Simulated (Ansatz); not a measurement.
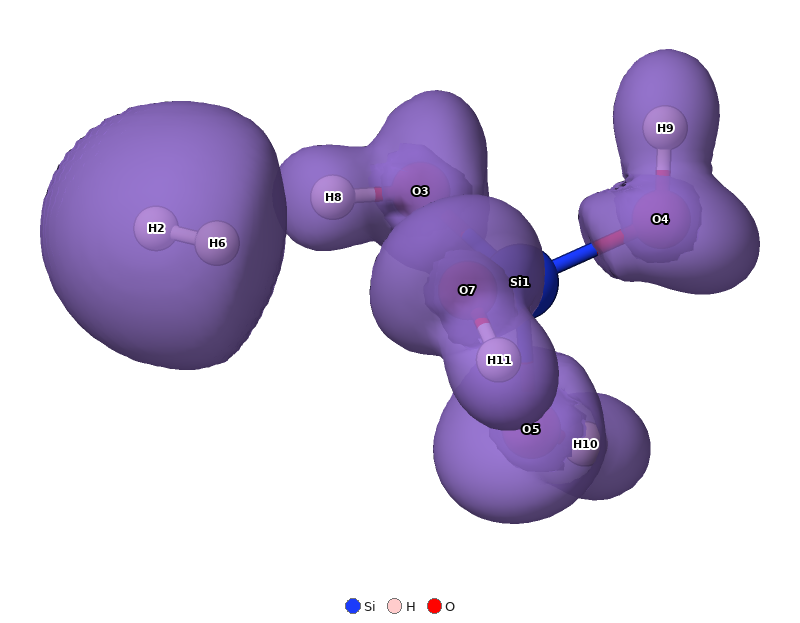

*H4O4Si···H2. Isosurface of the electron localisation function at 0.75 (purple), seen at a tilt. Core shells and regions of very low density are left out.*

The product side of a reaction path; geometry: PBE0-D4/def2-TZVP; a saddle point, not a minimum.

Level of theory: RKS PBE0-D4/def2-TZVPP in Ansatz.

Input

```
crystal:
  periodic: [false, false, false]
  atoms:
    - {symbol: Si, position_ang: [-0.526653, -0.413805, -0.076677]}
    - {symbol: H, position_ang: [2.741987, 1.784700, 0.423733]}
    - {symbol: O, position_ang: [0.728679, -0.781019, 0.895309]}
    - {symbol: O, position_ang: [-1.853520, -1.072571, 0.605421]}
    - {symbol: O, position_ang: [-0.450863, -1.001651, -1.595878]}
    - {symbol: H, position_ang: [2.019591, 1.896546, 0.263094]}
    - {symbol: O, position_ang: [-0.534245, 1.213318, -0.217496]}
    - {symbol: H, position_ang: [1.504285, -0.222458, 0.817749]}
    - {symbol: H, position_ang: [-1.890801, -1.065499, 1.562820]}
    - {symbol: H, position_ang: [-0.719153, -1.913276, -1.717878]}
    - {symbol: H, position_ang: [-1.019409, 1.575613, -0.960195]}
basis:
  gaussian: {orbitals: def2-TZVPP}
hamiltonian: {xc: pbe0, dispersion: d4}
output: {orbitals: {seedname: orbitals}}
```

Run with:

```sh
ansatz run in.yaml --threads 8 --pin off --events-out ev --progress --plain --max-ram 19148MiB
```

### Identify the bonds, lone pairs and shells in this picture.

The surface consists of one region around a hydrogen nucleus and four joined regions spread over several atoms (H, O), in which their bonds and any lone pairs are merged. Profiles from the grid: H6···H8 (2.25 Å): the ELF dips to about 0 between them (a weak contact between the two molecules). Si–O (1.63 Å): the ELF peaks at about 0.85 between the atoms; a polar covalent bond.
